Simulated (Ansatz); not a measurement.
```sh
ansatz run in.yaml --threads 2 --pin off --events-out ev --progress --plain --max-ram 5222MiB
```

```yaml
crystal:
  periodic: [false, false, false]
  atoms:
    - {symbol: C, position_ang: [-0.012864, -0.018468, 0.254626]}
    - {symbol: O, position_ang: [-0.069929, -0.100606, 1.373560]}
basis:
  gaussian: {orbitals: "def2-TZVPPD.json"}
correlation: {method: ccsd_t}
```

What structure does this define?

Formula CO. This geometry has C∞v symmetry.

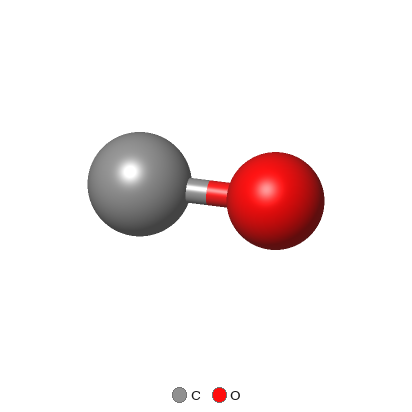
